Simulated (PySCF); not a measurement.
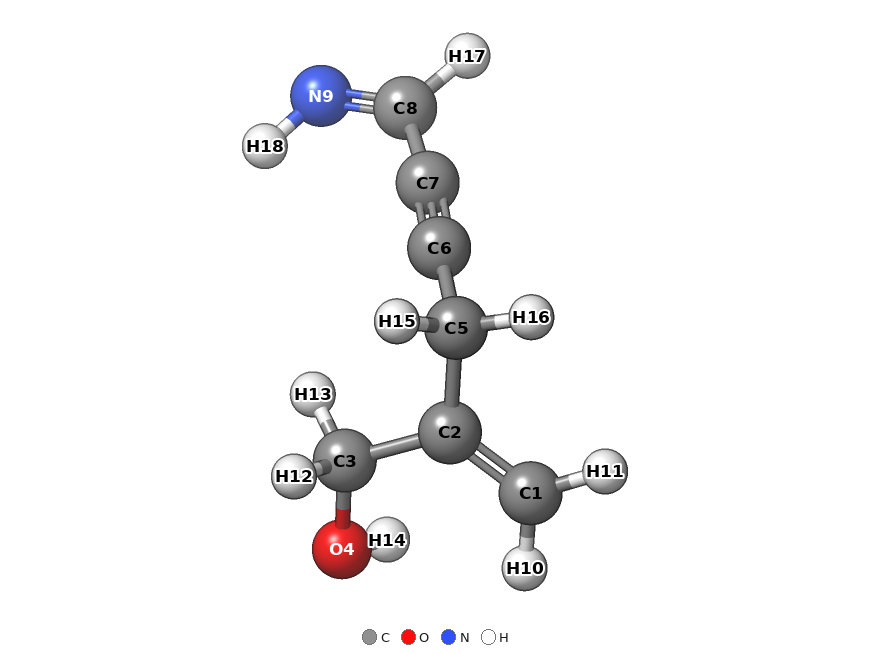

Computed geometry: GFN2-xTB optimisation. No frequency run is at hand to confirm it as a minimum. Electric field gradients from the ground-state density, PBE0/pcSseg-1 (PySCF 2.14.0), non-relativistic apart from any core potentials.

Give the largest field-gradient component, the quadrupole coupling constant and the asymmetry for 17O at O4 (Q = −25.6 mb), 14N at N9 (Q = 20.44 mb), 2H at H10 (Q = 2.86 mb), 2H at H11 (Q = 2.86 mb), 2H at H12 (Q = 2.86 mb), 2H at H13 (Q = 2.86 mb).

| atom | V_zz (a.u.) | e²qQ/h (MHz) | η |
| --- | --- | --- | --- |
| O4 | −1.957 | 11.77 | 0.93 |
| N9 | −1.054 | −5.06 | 0.42 |
| H10 | 0.335 | 0.225 | 0.05 |
| H11 | 0.338 | 0.227 | 0.06 |
| H12 | 0.290 | 0.195 | 0.07 |
| H13 | 0.276 | 0.185 | 0.08 |
